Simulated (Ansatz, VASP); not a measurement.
**Cross-check of Ge (Germanium) between VASP and Ansatz**

One calculation is typed for both programs; each brings its own data sets. How far apart do they land? Valence electrons are named where the data sets of a main pair hold unlike numbers.

Calculated with Ansatz 0.2.0; plane waves, with VASP 6.6.1 beside it; band structure at PBE.

### Step 1. The structure

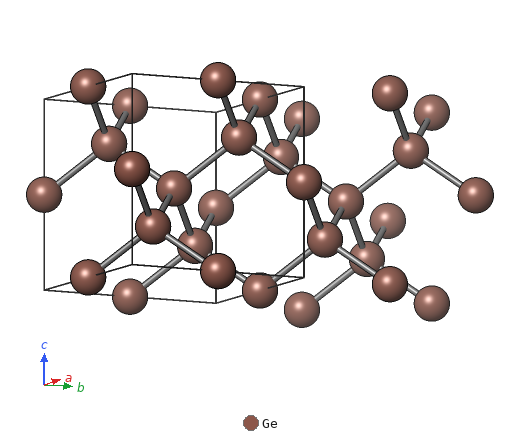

The cell as given, from a free direction (germanium brown). 1×2×1 cells are drawn. This picture shows the conventional cell, with its axes. Some periodic images of atoms are drawn too.

### Step 2. Ansatz: band structure, PBE

Ansatz runs on its default PAW (the set named soft_2) files.

Levels along a path test the potential and the projectors away from the mesh points.

The input, input.yaml:

```yaml
crystal:
  lattice:
    - [0.0, 2.82891, 2.82891]
    - [2.82891, 0.0, 2.82891]
    - [2.82891, 2.82891, 0.0]
  atoms:
    - { symbol: Ge, position: [0.0, 0.0, 0.0] }
    - { symbol: Ge, position: [0.25, 0.25, 0.25] }
hamiltonian:
  xc: pbe
  pseudopotentials: { kind: paw }
kpoints:
  mp_grid: { grid: [4, 4, 4] }
  band_path:
    path:
      - [0.0, 0.0, 0.0]
      - [0.18182, 0.0, 0.18182]
      - [0.36364, 0.0, 0.36364]
      - [0.5, 0.0, 0.5]
      - [0.5, 0.09091, 0.59091]
      - [0.5, 0.18182, 0.68182]
      - [0.5, 0.25, 0.75]
      - [0.45455, 0.29545, 0.75]
      - [0.40909, 0.34091, 0.75]
      - [0.375, 0.375, 0.75]
      - [0.20455, 0.20455, 0.40909]
      - [0.06818, 0.06818, 0.13636]
      - [0.04545, 0.04545, 0.04545]
      - [0.22727, 0.22727, 0.22727]
      - [0.40909, 0.40909, 0.40909]
      - [0.51136, 0.47727, 0.51136]
      - [0.55682, 0.38636, 0.55682]
      - [0.60227, 0.29545, 0.60227]
      - [0.61364, 0.25, 0.63636]
      - [0.56818, 0.25, 0.68182]
      - [0.51136, 0.25, 0.73864]
      - [0.5, 0.29545, 0.70455]
      - [0.5, 0.38636, 0.61364]
      - [0.5, 0.47727, 0.52273]
      - [0.47727, 0.47727, 0.54545]
      - [0.43182, 0.43182, 0.63636]
      - [0.38636, 0.38636, 0.72727]
      - [0.60227, 0.20455, 0.60227]
      - [0.55682, 0.11364, 0.55682]
      - [0.5, 0.0, 0.5]
    npoints: 1
scf:
  occupations: { method: gaussian, width: 0.01 }
  n_extra_bands: 7
output:
  forces: true
  stress: true
  eigenvalues: true
  write_density: true
  write_potential: true
  elf: true
  volumetric_format: npy
```

On the command line:

```console
ansatz run input.yaml --threads 2 --pin off --max-ram 4608MiB --backend cpu --events-out ev --progress --plain --runs-dir out
```

Numbers of over 12 decimals in the logs are rounded to 6 here.

What it wrote:

```text
scf.n_extra_bands = 7 over 14 filled bands (N_el = 28.0): the run solves 21 bands
Engine: ansatz 0.2.0, aarch64-unknown-linux-gnu
Pseudopotentials: kind: paw
Pseudopotential: Ge, paw, valence charge 14, recommended cutoff 420 eV (normal), Ge.paw.azcp
Functional definition: PBE
  parameter kappa = 0.804
  parameter beta = 0.066725
  exchange = pbe_x(kappa = kappa, mu = beta*pi^2/3)
  correlation = pbe_c(beta = beta)
Crystal: 2 atoms, lattice volume = 45.278 Å³
Basis set: ecut = 420 eV, 893 PW (Γ), exchange–correlation on 54×54×54 points (8 copies of the dense FFT grid, shifted against one another)
Bands: 21, of which v1, the nominal top of the filled ones, is band 14 counted from 1 (13 counted from 0)
Symmetry: 48 space group operations
Space group: Fd-3m (ITA 227), of the structure as read, at distance tolerance 3.6e-5 Å
k-points: 8 of 64
Non-local potential: Ge, projectors of the file, l = 0: 2, l = 1: 2, l = 2: 3, l = 3: 1
PAW form: soft (Blöchl's): semilocal exchange-correlation on the pseudo side does not see the compensation charge
PAW one-centre angular grid: Ge, 590 points (default); XC on 64 Gauss nodes
Initial density: superposition of atomic densities (neutral atoms: chi_scale 0, normalization atom), corrected by the library's trained network
Initial wavefunctions: pseudopotential atomic-orbital guess
Functional: x = pbe(κ = 0.804, μ = 0.219515), c = pbe(β = 0.066725)
SCF iter   1: F=—  HF=-8589.680119 eV  |F-HF|=—  |Δ(HF+E_count)|=         —  Δρ=2.24e-3  dr2=1.54e-3  ethr=1.77e-3  ⟨swp⟩=6.0  Hψ=776  notcnv=0
preconditioner: auto → none  [insulator: Δε(μ)=0.032 eV  Ē_g=26.014 eV  σ=0.010 eV  W_gap=0.98  n_scr=14 (ndim 8)  ℏωp=29.2 eV  f_vac=0.080  D(μ)=0.43/eV (n_scr^D=0)  ε∞_Penn≈2.3]
SCF iter   2: F=—  HF=-8589.679540 eV  |F-HF|=—  |Δ(HF+E_count)|=   5.78e-4  Δρ=8.62e-4  dr2=2.77e-4  ethr=5.50e-6  ⟨swp⟩=2.0  Hψ=380  notcnv=0  defer=20
SCF iter   3: F=—  HF=-8589.679408 eV  |F-HF|=—  |Δ(HF+E_count)|=   1.33e-4  Δρ=4.44e-4  dr2=5.71e-5  ethr=9.91e-7  ⟨swp⟩=2.0  Hψ=296  notcnv=0  defer=20
SCF iter   4: F=—  HF=-8589.679400 eV  |F-HF|=—  |Δ(HF+E_count)|=   7.95e-6  Δρ=1.37e-4  dr2=2.93e-6  ethr=2.04e-7  ⟨swp⟩=2.0  Hψ=179  notcnv=0  defer=20
iter 5 did not close the SCF: its close was put off for the readings that it lacked (scf_convergence_deferred on its scf_iter line)
SCF iter   5: F=-8589.679396 eV  HF=-8589.679395 eV  |F-HF|=3.00e-8  |Δ(HF+E_count)|=   4.14e-6  Δρ=2.11e-5  dr2=6.07e-8  ethr=1.05e-8  ⟨swp⟩=2.0  Hψ=260  notcnv=0  defer=20
SCF iter   6: F=-8589.679396 eV  HF=-8589.679396 eV  |F-HF|=2.59e-9  |Δ(HF+E_count)|=   4.90e-8  Δρ=2.91e-6  dr2=1.79e-9  ethr=2.17e-10  ⟨swp⟩=8.4  Hψ=1000  notcnv=0
SCF 1 converged in 6 iterations: F = -8589.679396 eV  dr2 = 1.79e-9
  greatest PAW one-centre occupation: 0.998 electrons in one spin orbital (limit 2), on the Ge atom at site 1 (counted from 0), in its partial waves of l = 2
NSCF: frozen V_eff on 30 k-points
SCF converged after 6 iterations
Free energy (F): -8589.679396 eV
Harris-Foulkes:  -8589.679396 eV  (|F-HF|=2.59e-9)
Internal energy: -8589.679380 eV  (E = F + TS)
E sigma→0 (E₀):  -8589.679388 eV
Entropy (-TS):   -0.000016 eV (-0.008 meV/atom)
Fermi energy:    8.637090 eV
--- Per-component energies (eV) ---
  E_band       = -296.756285
  E_kinetic    = 223.760583
  E_local      = -4943.458627  (includes V_loc(G=0)·N_el)
  E_nonlocal   = 838.242196
  E_hartree    = 2171.184502
  E_xc         = -151.194171
  E_vxc        = -129.348614  (∫ρ·V_xc dr)
  E_paw        = -4041.079873  (= ΣΔE_a)
  E_vpaw       = -628.318604  (= ΣTr[D̂ρ^β])
  E_aug_tail   = 0.000717  (compensation charges beyond the density's cutoff)
  E_ewald      = -2687.134708
  E_smearing   = -0.000016  (= −TS)
  E_closure    = -0.000000  (closes the sum)
  Σ components = -8589.679396   (vs F -8589.679396, Δ=0.00e0)
--- Forces (eV/Å), atoms counted from 1 ---
  atom   1  Ge     0.00000000    -0.00000000     0.00000000
  atom   2  Ge     0.00000000    -0.00000000     0.00000000
  max |Σ_I F_I| component: 2.22e-16 eV/Å
--- Stress (GPa, compression-positive) ---
        3.639770      -0.000000      -0.000000
       -0.000000       3.639770       0.000000
       -0.000000      -0.000000       3.639770
  P = ⅓ Tr σ = 3.6398 GPa (36.398 kbar)
--- Band table (eV; the first three rows and the last of 8) ---
  k-point 0: bands = [... 10 lower, -4.1585, 8.6185, 8.6185, 8.6185, 8.6528, 11.1504, 11.1504, 11.1504, ... 3 higher]
  k-point 1: bands = [... 10 lower, -3.4156, 3.8995, 7.7321, 7.7321, 9.2842, 12.2319, 12.2319, 14.2555, ... 3 higher]
  k-point 2: bands = [... 10 lower, -2.0672, 1.0169, 7.2085, 7.2085, 8.7964, 12.3421, 12.3421, 15.7511, ... 3 higher]
  k-point 7: bands = [... 10 lower, -0.1715, -0.1715, 4.7068, 4.7068, 12.9288, 12.9288, 13.3296, 13.3296, ... 3 higher]
```

The job ended after 0.91 s (2 threads of Arm Neoverse V2, shared host; peak memory 0.27 GiB; 1.3 s of CPU time).

### Step 3. VASP: band structure, PBE

The same cell, functional, mesh and smearing now go to VASP, with its own data sets.

Lines of VASP's logs that name or quote its potential files are left out, and so is its time.

The input, INCAR:

```
SYSTEM = Ge
PREC = Accurate
ENCUT = 400
EDIFF = 1E-08
NELM = 100
ISMEAR = 0
SIGMA = 0.01
LREAL = .FALSE.
ALGO = Normal
GGA = PE
NBANDS = 20
LORBIT = 11
LWAVE = .TRUE.
LCHARG = .FALSE.
KPAR = 8
```

The input, POSCAR:

```
Ge
1.0
    0.0000000000      2.8289100000      2.8289100000
    2.8289100000      0.0000000000      2.8289100000
    2.8289100000      2.8289100000      0.0000000000
Ge
2
Direct
    0.0000000000      0.0000000000      0.0000000000
    0.2500000000      0.2500000000      0.2500000000
```

The input, KPOINTS:

```
Automatic mesh
0
Gamma
4 4 4
0 0 0
```

The input, KPOINTS_OPT:

```
Line mode
12
Line-mode
Reciprocal
  0.00000000   0.00000000   0.00000000 GAMMA
  0.50000000   0.00000000   0.50000000 X

  0.50000000   0.00000000   0.50000000 X
  0.50000000   0.25000000   0.75000000 W

  0.50000000   0.25000000   0.75000000 W
  0.37500000   0.37500000   0.75000000 K

  0.37500000   0.37500000   0.75000000 K
  0.00000000   0.00000000   0.00000000 GAMMA

  0.00000000   0.00000000   0.00000000 GAMMA
  0.50000000   0.50000000   0.50000000 L

  0.50000000   0.50000000   0.50000000 L
  0.62500000   0.25000000   0.62500000 U

  0.62500000   0.25000000   0.62500000 U
  0.50000000   0.25000000   0.75000000 W

  0.50000000   0.25000000   0.75000000 W
  0.50000000   0.50000000   0.50000000 L

  0.50000000   0.50000000   0.50000000 L
  0.37500000   0.37500000   0.75000000 K

  0.62500000   0.25000000   0.62500000 U
  0.50000000   0.00000000   0.50000000 X
```

PAW data sets: Ge_d_GW (PBE family, release 64).

On the command line:

```console
mpirun -np 8 vasp_std
```

What it wrote:

```text
[banner, memory and clock lines left out]
running    8 mpi-ranks, on    1 nodes
 distrk:  each k-point on    1 cores,    8 groups
 distr:  one band on    1 cores,    1 groups

 POSCAR found type information on POSCAR Ge
 POSCAR found :  1 types and       2 ions
|                                                                             |
|           W    W    AA    RRRRR   N    N  II  N    N   GGGG   !!!           |
|           W    W   A  A   R    R  NN   N  II  NN   N  G    G  !!!           |
|           W    W  A    A  R    R  N N  N  II  N N  N  G       !!!           |
|           W WW W  AAAAAA  RRRRR   N  N N  II  N  N N  G  GGG   !            |
|           WW  WW  A    A  R   R   N   NN  II  N   NN  G    G                |
|           W    W  A    A  R    R  N    N  II  N    N   GGGG   !!!           |
|                                                                             |
|     For optimal performance we recommend to set                             |
|       NCORE = 2 up to number-of-cores-per-socket                            |
|     NCORE specifies how many cores store one orbital (NPAR=cpu/NCORE).      |
|     This setting can greatly improve the performance of VASP for DFT.       |
|     The default, NCORE=1 might be grossly inefficient on modern             |
|     multi-core architectures or massively parallel machines. Do your        |
|     Unfortunately you need to use the default for GW and RPA                |
|     calculations (for HF NCORE is supported but not extensively tested      |
|     yet).                                                                   |
|                                                                             |

 LDA part: xc-table for (Slater+PW92), standard interpolation
 POSCAR, INCAR and KPOINTS ok, starting setup
 FFT: planning ... GRIDC
 FFT: planning ... GRID_SOFT
 FFT: planning ... GRID
 WAVECAR not read
 entering main loop
       N       E                     dE             d eps       ncg     rms          rms(c)
DAV:   1     0.223690220070E+03    0.22369E+03   -0.14417E+04   328   0.297E+03
DAV:   2     0.269614344021E+02   -0.19673E+03   -0.19339E+03   328   0.521E+02
DAV:   3    -0.674819856606E+01   -0.33710E+02   -0.33547E+02   372   0.167E+02
DAV:   4    -0.871381442424E+01   -0.19656E+01   -0.19646E+01   380   0.552E+01
DAV:   5    -0.882127694804E+01   -0.10746E+00   -0.10746E+00   428   0.129E+01    0.351E+00
DAV:   6    -0.875305340478E+01    0.68224E-01   -0.66251E-02   420   0.321E+00    0.208E+00
DAV:   7    -0.871734434509E+01    0.35709E-01   -0.66279E-02   360   0.333E+00    0.165E-01
DAV:   8    -0.871890337330E+01   -0.15590E-02   -0.73742E-03   404   0.158E+00    0.684E-02
DAV:   9    -0.871935900971E+01   -0.45564E-03   -0.40239E-04   368   0.300E-01    0.345E-02
DAV:  10    -0.871952179114E+01   -0.16278E-03   -0.24699E-04   344   0.158E-01    0.535E-03
DAV:  11    -0.871952609628E+01   -0.43051E-05   -0.88730E-06   388   0.378E-02    0.113E-03
DAV:  12    -0.871952643314E+01   -0.33687E-06   -0.53963E-07   376   0.123E-02    0.260E-04
DAV:  13    -0.871952630759E+01    0.12555E-06   -0.27031E-08   336   0.179E-03    0.156E-04
DAV:  14    -0.871952637002E+01   -0.62434E-07   -0.77206E-09   244   0.174E-03    0.290E-05
DAV:  15    -0.871952637297E+01   -0.29468E-08   -0.12343E-09   204   0.563E-04
   1 F= -.87195264E+01 E0= -.87195067E+01  d E =-.393703E-04
 Start KPOINTS_OPT (optional k-point list driver)
k-point batch [1-8\120]
       N       E                     dE             ncg
DAV:   1    -0.169618578557E+04   -0.37494E+04      328
DAV:   2    -0.326828611132E+04   -0.15721E+04      324
DAV:   3    -0.355507979811E+04   -0.28679E+03      380
DAV:   4    -0.357200242998E+04   -0.16923E+02      372
DAV:   5    -0.357284604694E+04   -0.84362E+00      464
DAV:   6    -0.357285457603E+04   -0.85291E-02      400
DAV:   7    -0.357285467215E+04   -0.96124E-04      440
DAV:   8    -0.357285467399E+04   -0.18451E-05      416
DAV:   9    -0.357285467404E+04   -0.41818E-07      344
DAV:  10    -0.357285467404E+04   -0.17526E-08      236
[...]
k-point batch [113-120\120]
       N       E                     dE             ncg
DAV:   1    -0.183619030478E+04   -0.92198E+04      324
DAV:   2    -0.339820973838E+04   -0.15620E+04      324
DAV:   3    -0.366274700987E+04   -0.26454E+03      380
DAV:   4    -0.367689103999E+04   -0.14144E+02      376
DAV:   5    -0.367763859384E+04   -0.74755E+00      392
DAV:   6    -0.367767236467E+04   -0.33771E-01      380
DAV:   7    -0.367767451520E+04   -0.21505E-02      400
DAV:   8    -0.367767463904E+04   -0.12383E-03      404
DAV:   9    -0.367767464313E+04   -0.40886E-05      356
DAV:  10    -0.367767464340E+04   -0.27124E-06      316
DAV:  11    -0.367767464342E+04   -0.18316E-07      300
DAV:  12    -0.367767464342E+04   -0.11582E-08      244
 writing wavefunctions
```

OUTCAR, selected parts (step 3):

```text
ion  position               nearest neighbor table
   1  0.000  0.000  0.000-   2 2.45   2 2.45   2 2.45   2 2.45
   2  0.250  0.250  0.250-   1 2.45   1 2.45   1 2.45   1 2.45

  LATTYP: Found a face centered cubic cell.
 ALAT       =     5.6578200000

 Subroutine GETGRP returns: Found 48 space group operations
 (whereof 24 operations were pure point group operations)

The static configuration has the point symmetry T_d .
 The point group associated with its full space group is O_h .

 Found      8 irreducible k-points:

   k-points           NKPTS =      8   k-points in BZ     NKDIM =      8   number of bands    NBANDS=     20

   dimension x,y,z NGX =    28 NGY =   28 NGZ =   28
   dimension x,y,z NGXF=    56 NGYF=   56 NGZF=   56

   ENCUT  =  400.0 eV  29.40 Ry    5.42 a.u.   6.52  6.52  6.52*2*pi/ulx,y,z

   NELECT =      28.0000    total number of electrons

 k-points in reciprocal lattice and weights: Automatic mesh
   0.00000000  0.00000000  0.00000000       0.016
   0.25000000  0.00000000  0.00000000       0.125
   0.50000000  0.00000000  0.00000000       0.062
   0.25000000  0.25000000  0.00000000       0.094
   0.50000000  0.25000000  0.00000000       0.375
  -0.25000000  0.25000000  0.00000000       0.188
   0.50000000  0.50000000  0.00000000       0.047
  -0.25000000  0.50000000  0.25000000       0.094

 average (electrostatic) potential at core
       1 -31.7674       2 -31.7674

 E-fermi :   2.9881

 k-point     1 :       0.0000    0.0000    0.0000
  band No.  band energies     occupation
    ...
     10     -21.6296      2.00000
     11      -9.8110      2.00000
     12       2.9723      1.97517
     13       2.9723      1.97508
     14       2.9723      1.97508
     15       3.0007      0.07467
     16       5.5059      0.00000
     17       5.5059      0.00000
     18       5.5059      0.00000
     19       9.4127      0.00000
    ...

 k-point     2 :       0.2500    0.0000    0.0000
  band No.  band energies     occupation
    ...
     10     -21.6086      2.00000
     11      -9.0691      2.00000
     12      -1.7542      2.00000
     13       2.0818      2.00000
     14       2.0818      2.00000
     15       3.6372      0.00000
     16       6.5939      0.00000
     17       6.5940      0.00000
     18       8.6104      0.00000
     19      10.9997      0.00000
    ...

 k-point     3 :       0.5000    0.0000    0.0000
  band No.  band energies     occupation
    ...
     10     -21.6016      2.00000
     11      -7.7212      2.00000
     12      -4.6406      2.00000
     13       1.5553      2.00000
     14       1.5553      2.00000
     15       3.1516      0.00000
     16       6.7088      0.00000
     17       6.7088      0.00000
     18      10.1054      0.00000
     19      13.5568      0.00000
    ...

  Total        0.9344794      0.9344794      0.9344794     -0.0000000      0.0000000     -0.0000000
  in kB       33.0668571     33.0668571     33.0668571     -0.0000000      0.0000000     -0.0000000
  external PRESSURE =      33.0668571 kB  Pullay stress =       0.0000000 kB

  energy-cutoff  :      400.00
  volume of cell :       45.28
      direct lattice vectors                 reciprocal lattice vectors
     0.000000000  2.828910000  2.828910000    -0.176746521  0.176746521  0.176746521
     2.828910000  0.000000000  2.828910000     0.176746521 -0.176746521  0.176746521
     2.828910000  2.828910000  0.000000000     0.176746521  0.176746521 -0.176746521

 POSITION                                       TOTAL-FORCE (eV/Angst)
 -----------------------------------------------------------------------------------
      0.00000      0.00000      0.00000         0.000000      0.000000      0.000000
      1.41446      1.41446      1.41446        -0.000000     -0.000000     -0.000000
 -----------------------------------------------------------------------------------
    total drift:                                0.000000      0.000000      0.000000

  FREE ENERGIE OF THE ION-ELECTRON SYSTEM (eV)
  ---------------------------------------------------
  free  energy   TOTEN  =        -8.7195263730 eV

  energy  without entropy=       -8.7194870027  energy(sigma->0) =       -8.71950669

 total charge
# of ion       s       p       d       tot
------------------------------------------
    1        1.074   1.254   9.974  12.302
    2        1.074   1.254   9.974  12.302
--------------------------------------------------
tot          2.147   2.508  19.949  24.604

[... 3 further parts left out ...]
```

The run ends at a pressure of 3.31 GPa.

### Step 4. Side by side

Known differences besides the potentials themselves: the cutoff is 420 eV in Ansatz and 400 eV in VASP; VASP leaves aspherical gradient terms in its spheres out (LASPH is not set), Ansatz keeps them. Total energies have different zeros and are not compared.

Both answers:

```csv
quantity,Ansatz,VASP,difference
gap over the path points (eV),0.034,0.028,+0.006
```

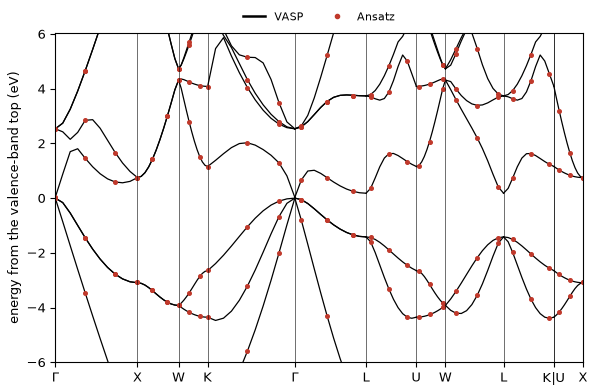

Bands from VASP (lines) and levels from Ansatz (dots). Dots without a line are higher empty bands that the VASP plot leaves out.

Levels at points of the path, from each program's valence-band top (eV; 4 filled, then empty):

```csv
k (reciprocal lattice),Ansatz,VASP
0.000 0.000 0.000,-12.78 0.00 0.00 0.00 0.03 2.53 2.53,-12.78 0.00 0.00 0.00 0.03 2.53 2.53
0.182 0.000 0.182,-12.24 -3.46 -1.44 -1.44 1.45 2.85 4.64,-12.25 -3.46 -1.45 -1.45 1.46 2.84 4.65
0.364 0.000 0.364,-10.67 -6.72 -2.77 -2.77 0.59 1.67 7.84,-10.68 -6.73 -2.78 -2.78 0.59 1.67 7.85
0.500 0.000 0.500,-8.89 -8.89 -3.08 -3.08 0.74 0.74 9.50,-8.90 -8.90 -3.09 -3.09 0.75 0.75 9.49
0.500 0.091 0.591,-8.86 -8.86 -3.37 -3.37 1.41 1.41 8.39,-8.87 -8.87 -3.38 -3.38 1.42 1.42 8.39
0.500 0.182 0.682,-8.81 -8.81 -3.79 -3.79 2.99 2.99 6.18,-8.82 -8.82 -3.80 -3.80 3.00 3.00 6.20
0.500 0.250 0.750,-8.79 -8.79 -3.91 -3.91 4.31 4.31 4.71,-8.80 -8.80 -3.92 -3.92 4.32 4.32 4.73
0.455 0.295 0.750,-9.13 -8.47 -4.16 -3.45 2.78 4.24 5.60,-9.14 -8.48 -4.17 -3.46 2.79 4.25 5.61
0.409 0.341 0.750,-9.32 -8.33 -4.31 -2.85 1.51 4.11 6.74,-9.32 -8.34 -4.32 -2.87 1.52 4.12 6.75
0.375 0.375 0.750,-9.36 -8.30 -4.34 -2.64 1.15 4.08 7.21,-9.37 -8.31 -4.35 -2.65 1.16 4.08 7.21
```

Among the levels compared at these points, filled levels agree within 11 meV and empty ones within 17 meV. Not compared: the pressure (VASP's GW data sets at this cutoff don't carry it).

### Step 5. Further runs

Further runs change the set-up of one program: Ansatz's method, potentials or start, or VASP's data sets, cutoff or form of LDA. The table gives that difference for each run.

```csv
run,gap over the path points (eV)
as above,0.0059
Ansatz's all-electron LAPW method,0.013
```

### Step 6. Summary of results

```json
{
  "largest difference of a filled level at the path points (band structure, PBE)": "11 meV"
}
```

What this shows: The largest difference of a filled level at the path points is 11 meV (band structure, PBE), within the 80 meV picked in this series as the mark of a large difference. Band structure, PBE, Ansatz's all-electron LAPW method: the difference in gap over the path points goes from 0.0059 to 0.013 eV. How closely two codes agree says nothing of how well the functional describes the real material.

[Lines on the potential files, build, host, timing and source positions are cut from VASP's logs without a mark.]

[Logs are printed without paths, hosts, clocks, repeated set-up lines and the standing remarks that a program may print on its own settings, such as how far it seeks lower states.]

[Hosts, paths, dates, database ids (printed as entryN), source tags and the programs' standing remarks are cut or masked in the printed files.]
